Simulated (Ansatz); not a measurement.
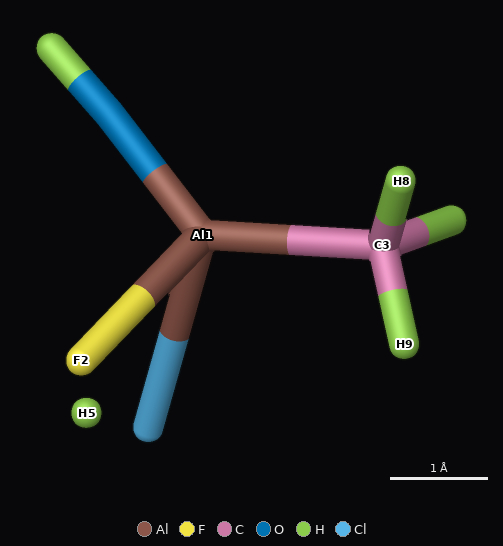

Figure 1. The starting structure (stick view, seen at a tilt; atoms are numbered from 1 in the order of the input). Sticks mark near contacts.

Geometry relaxation of CH₅AlClFO (part 1 of 2)

- system: CH₅AlClFO
- method: RKS PBE-D4/def2-SVP (Ansatz 0.2.0)

The input holds or restrains some coordinates. It belongs to a series of runs on one base structure; here: pulled along the bonds that form and break, towards end A. Figures and captions count atoms from 1; the log counts them from 0 in places.

What the program printed
```
The last accepted step is kept in [file] (removed where the run ends without a failure and the disk answers)
Engine: ansatz 0.2.0, x86_64-unknown-linux-gnu
Functional definition: PBE
  parameter kappa = 0.804
  parameter beta = 0.06672455060314922
  exchange = pbe_x(kappa = kappa, mu = beta*pi^2/3)
  correlation = pbe_c(beta = beta)
1127 factors; their error is unknown
mean field evaluation 1: about -24965.3597 eV, gradient 8.4e1 eV
mean field evaluation 2: about -24912.9617 eV, gradient 1.7e2 eV
mean field evaluation 4: about -24979.3853 eV, gradient 1.3e1 eV
mean field evaluation 8: about -24979.7915 eV, gradient 1.7e-1 eV
mean field evaluation 16: about -24979.7355 eV, gradient 3.4e-4 eV
mean field -24979.73553888 eV, -917.9883491811 hartree, gradient 1.3e-5 eV, S^2 0.000000; 0 other end points of the search recorded, 0 dependent functions left out
the calculation of the forces begins
reference -24979.73557828 eV, -917.9883506289 hartree; 29, 29 occupied and 74, 74 virtual orbitals, 1127 factors
relax step   1: F+E_penalty+E_count = -24979.91926767 eV  Δ(F+E_penalty+E_count) = +0.000e0 eV  max|allowed force component| = 2.033e0 eV/Å  E_restraint = 31.65884256 eV  max|allowed force component, restraints' pulls added| = 2.865e1 eV/Å  Δτ_max = 0.0000 Å  (28 SCF iters, accepted)
  distance Al 0 - Cl 5 = 2.6034 Å
  distance H 4 - F 1 = 1.1981 Å
  distance Al 0 - F 1 = 2.1131 Å
  distance H 4 - Cl 5 = 1.7506 Å
these checks for a lower state are left out or cut short: starts, cluster_reference, orbital_swaps, neighbouring_geometries, increment
1127 factors; their error is unknown
mean field -24979.44841155 eV, -917.9777974463 hartree, gradient 6.6e-6 eV, S^2 0.000000; 0 other end points of the search recorded, 0 dependent functions left out
[... from here on the field's lines of each further geometry are left out, up to the last ...]
relax step   2: F+E_penalty+E_count = -24979.62866021 eV  Δ(F+E_penalty+E_count) = +2.906e-1 eV  max|allowed force component| = 2.331e0 eV/Å  E_restraint = 15.00994168 eV  max|allowed force component, restraints' pulls added| = 2.134e1 eV/Å  Δτ_max = 0.1946 Å  (35 SCF iters, accepted)
relax step   3: F+E_penalty+E_count = -24979.84047199 eV  Δ(F+E_penalty+E_count) = -2.118e-1 eV  max|allowed force component| = 2.243e0 eV/Å  E_restraint = 5.07408860 eV  max|allowed force component, restraints' pulls added| = 1.189e1 eV/Å  Δτ_max = 0.1949 Å  (34 SCF iters, accepted)
relax step   4: F+E_penalty+E_count = -24980.08702364 eV  Δ(F+E_penalty+E_count) = -2.466e-1 eV  max|allowed force component| = 1.550e0 eV/Å  E_restraint = 0.34799385 eV  max|allowed force component, restraints' pulls added| = 3.802e0 eV/Å  Δτ_max = 0.1946 Å  (35 SCF iters, accepted)
relax step   5: F+E_penalty+E_count = -24980.20747368 eV  Δ(F+E_penalty+E_count) = -1.205e-1 eV  max|allowed force component| = 1.022e0 eV/Å  E_restraint = 0.03476418 eV  max|allowed force component, restraints' pulls added| = 8.491e-1 eV/Å  Δτ_max = 0.1994 Å  (28 SCF iters, accepted)
relax step   6: F+E_penalty+E_count = -24980.22352825 eV  Δ(F+E_penalty+E_count) = -1.605e-2 eV  max|allowed force component| = 1.189e0 eV/Å  E_restraint = 0.01287256 eV  max|allowed force component, restraints' pulls added| = 5.596e-1 eV/Å  Δτ_max = 0.2000 Å  (35 SCF iters, accepted)
relax step   7: F+E_penalty+E_count = -24980.23014996 eV  Δ(F+E_penalty+E_count) = -6.622e-3 eV  max|allowed force component| = 9.469e-1 eV/Å  E_restraint = 0.01375740 eV  max|allowed force component, restraints' pulls added| = 1.336e0 eV/Å  Δτ_max = 0.1916 Å  (29 SCF iters, accepted)
relax step   8: F+E_penalty+E_count = -24980.34755631 eV  Δ(F+E_penalty+E_count) = -1.174e-1 eV  max|allowed force component| = 7.472e-1 eV/Å  E_restraint = 0.02999622 eV  max|allowed force component, restraints' pulls added| = 5.730e-1 eV/Å  Δτ_max = 0.2000 Å  (35 SCF iters, accepted)
relax step   9: F+E_penalty+E_count = -24980.35294883 eV  Δ(F+E_penalty+E_count) = -5.393e-3 eV  max|allowed force component| = 8.639e-1 eV/Å  E_restraint = 0.01791915 eV  max|allowed force component, restraints' pulls added| = 2.911e-1 eV/Å  Δτ_max = 0.1284 Å  (28 SCF iters, accepted)
the calculation of the forces begins
reference -24980.19093593 eV, -918.0050847140 hartree; 29, 29 occupied and 74, 74 virtual orbitals, 1127 factors
relax step  10: F+E_penalty+E_count = -24980.36115766 eV  Δ(F+E_penalty+E_count) = -8.209e-3 eV  max|allowed force component| = 8.309e-1 eV/Å  E_restraint = 0.02034851 eV  max|allowed force component, restraints' pulls added| = 1.894e-2 eV/Å  Δτ_max = 0.0510 Å  (29 SCF iters, accepted)
  distance Al 0 - Cl 5 = 3.5237 Å
  distance H 4 - F 1 = 2.1736 Å
  distance Al 0 - F 1 = 1.7463 Å
  distance H 4 - Cl 5 = 1.3181 Å
1127 factors; their error is unknown
mean field evaluation 96: about -24980.2465 eV, gradient 3.3e-1 eV
```

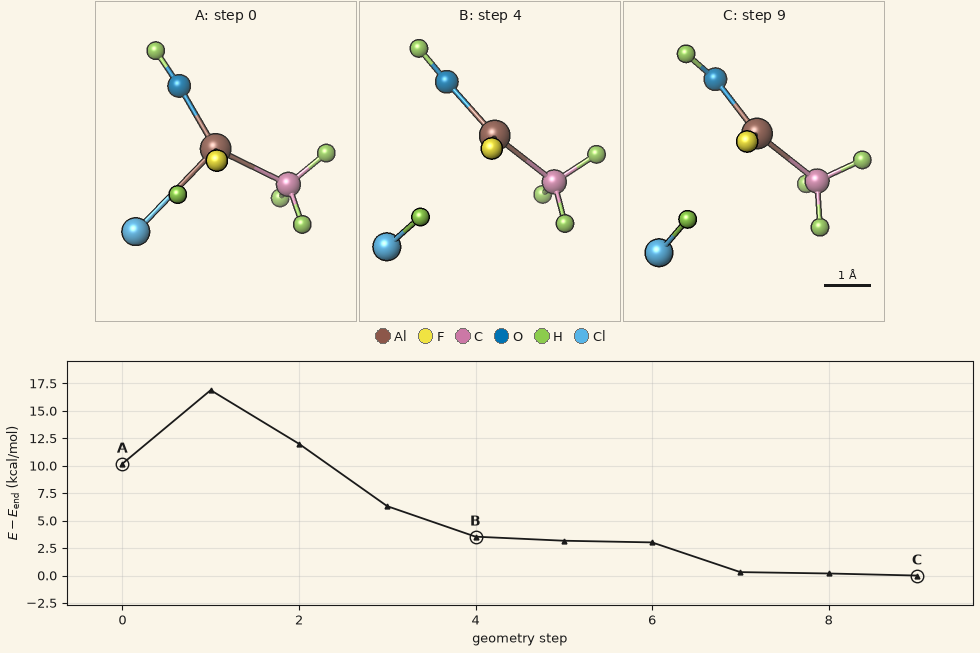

Figure 2. Frames of the restrained relaxation (ball-and-stick view, seen at a tilt) above the curves, on which the letters mark them (the first geometry is step 0 here and step 1 in the log).

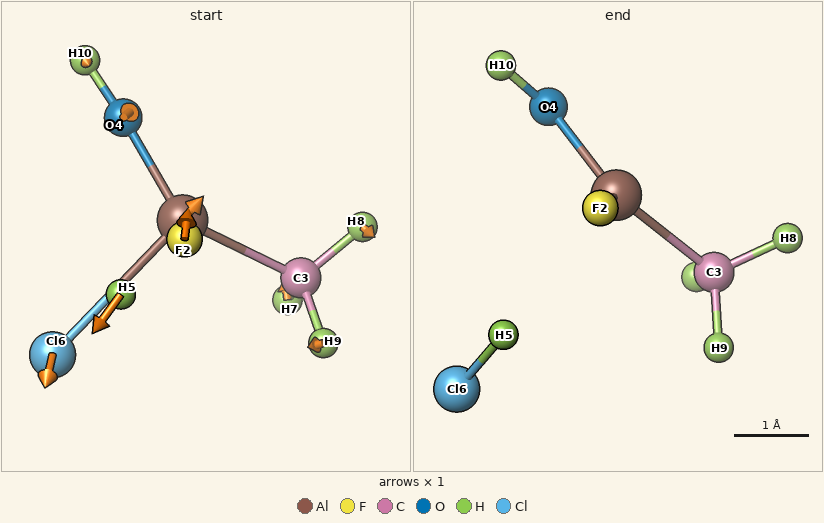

Figure 3. Before (left) and after (right) the restrained relaxation, at one scale (ball-and-stick view, seen at a tilt). The orange arrows give the displacements, at true length. Over 9 geometry steps the energy falls by 10.2 kcal/mol. Largest force component: 2 eV/Å at the start, 0.83 eV/Å at the end. The largest move after the best rigid fit is that of H5, 0.69 Å. Largest moves by element: H 0.69 Å, Cl 0.64 Å, F 0.50 Å, O 0.49 Å, Al 0.47 Å, C 0.08 Å. Among the contacts that change: Al1–Cl6 2.603 → 3.524 Å, H5–Cl6 1.751 → 1.318 Å, Al1–F2 2.113 → 1.746 Å, Al1–O4 1.632 → 1.709 Å. New bonds form: H5–Cl6 (1.75 → 1.32 Å). Among the angles that change: Al1–O4–H10 176.0° → 123.8°, F2–Al1–O4 105.0° → 117.2°, C3–Al1–O4 133.2° → 122.2°. (Atoms are counted from 1 in the order of the input.)

```
mean field -24980.19089528 eV, -918.0050832200 hartree, gradient 7.2e-6 eV, S^2 0.000000; 1 other end points of the search recorded, 0 dependent functions left out
the calculation of the forces begins
reference -24980.19093593 eV, -918.0050847140 hartree; 29, 29 occupied and 74, 74 virtual orbitals, 1127 factors
Total energy: -24980.36119831 eV, -918.0113417409 hartree
Atom 0 at    -0.264455    -0.411810    -0.454671 Å, force     0.414626     0.675334    -0.743916 eV/Å
Atom 1 at     0.449592     0.439587    -1.801862 Å, force    -0.408257    -0.317773     0.830915 eV/Å
Atom 2 at     0.821325    -0.934899     1.060695 Å, force    -0.009353     0.000649    -0.010578 eV/Å
Atom 3 at    -1.910662    -0.851252    -0.591804 Å, force    -0.018849    -0.001630    -0.009906 eV/Å
Atom 4 at     0.366620     2.461354    -1.008188 Å, force    -0.133201    -0.009295     0.220885 eV/Å
Atom 5 at    -0.122643     3.072320     0.052358 Å, force     0.131052    -0.350675    -0.313836 eV/Å
Atom 6 at     0.188237    -1.102004     1.954578 Å, force     0.002104    -0.000429     0.014017 eV/Å
Atom 7 at     1.359557    -1.881283     0.845498 Å, force     0.011071    -0.001507    -0.005487 eV/Å
Atom 8 at     1.578646    -0.161775     1.299012 Å, force    -0.003709     0.002755     0.006782 eV/Å
Atom 9 at    -2.466316    -0.630238    -1.355616 Å, force     0.014517     0.002571     0.011124 eV/Å
Dipole moment:    -0.002696    -0.164452    -0.084836 e Å
```

Trajectory as extended XYZ (Å, eV, eV/Å), 10 frames, from step=1 to step=10
```
10
Properties=species:S:1:pos:R:3:forces:R:3 step=1 energy=-24979.91927
Al   -0.3609   -0.0252   -0.2056    1.8525   1.7352  -0.0792
F     0.7463    0.8149   -1.7973   -1.3447   0.9146   2.0334
C     0.8416   -0.8761    1.1049   -0.5689   0.4739  -0.6591
O    -1.7841   -0.4704   -0.8690   -0.4641  -0.4313  -0.0935
H     0.3581    1.7867   -1.2140    0.3259  -0.7743  -0.3058
Cl   -0.4441    2.5539    0.1397    0.5112  -1.6380  -0.8844
H     0.3991   -0.8929    2.1017   -0.3437   0.0571   0.5296
H     1.0823   -1.9050    0.8399    0.0850  -0.6240  -0.2674
H     1.7788   -0.3212    1.1707    0.4816   0.3495  -0.0002
H    -2.6172   -0.6647   -1.2710   -0.5348  -0.0626  -0.2734
10
Properties=species:S:1:pos:R:3:forces:R:3 step=2 energy=-24979.62866
Al   -0.3009   -0.1662   -0.2858    2.0752   1.9508  -1.3233
F     0.7386    0.6888   -1.7880   -1.4825   0.0649   2.3306
C     0.8431   -0.8799    1.1038   -0.3224   0.2769  -0.1787
O    -1.7871   -0.4899   -0.8784   -0.3791  -0.3564   0.1250
H     0.2833    1.9195   -1.0930   -0.4080   0.2161   0.8793
Cl   -0.4101    2.7078    0.0984    0.9379  -1.7477  -1.6102
H     0.3953   -0.8914    2.1047   -0.2975   0.0318   0.2861
H     1.0840   -1.9113    0.8392    0.1837  -0.6044  -0.1330
H     1.7822   -0.3184    1.1700    0.3200   0.2403  -0.0768
H    -2.6285   -0.6590   -1.2708   -0.6272  -0.0724  -0.2989
10
Properties=species:S:1:pos:R:3:forces:R:3 step=3 energy=-24979.84047
Al   -0.2475   -0.2731   -0.3615    1.8868   1.8530  -1.9407
F     0.7368    0.5405   -1.7874   -1.3592  -0.5533   2.2427
C     0.8417   -0.8793    1.1030   -0.1579   0.0546   0.0063
O    -1.7896   -0.4947   -0.8791   -0.3187  -0.3008   0.2734
H     0.2226    2.0740   -0.9909   -0.5717   0.6557   1.0922
Cl   -0.3917    2.8143    0.0728    0.8562  -1.3488  -1.4611
H     0.3918   -0.8910    2.1064   -0.2895   0.0244   0.1340
H     1.0864   -1.9164    0.8391    0.2389  -0.4802   0.0103
H     1.7845   -0.3164    1.1686    0.2080   0.1584  -0.1192
H    -2.6352   -0.6579   -1.2711   -0.4927  -0.0631  -0.2379
10
Properties=species:S:1:pos:R:3:forces:R:3 step=4 energy=-24980.08702
Al   -0.1883   -0.4008   -0.4546    0.6826   1.5502  -1.1701
F     0.7204    0.3876   -1.7577   -0.6101  -0.4492   1.1941
C     0.8409   -0.8844    1.1008   -0.0276  -0.1894  -0.0721
O    -1.7934   -0.5043   -0.8759   -0.0452  -0.3026   0.3620
H     0.1807    2.2469   -0.9118   -0.0225   0.0624   0.0905
Cl   -0.3803    2.9489    0.0558    0.1763  -0.3809  -0.2782
H     0.3810   -0.8913    2.1041   -0.2739   0.0269  -0.0550
H     1.0986   -1.9289    0.8459    0.2959  -0.3245   0.2105
H     1.7859   -0.3143    1.1629    0.0535   0.0576  -0.1397
H    -2.6456   -0.6594   -1.2696   -0.2292  -0.0505  -0.1419
```
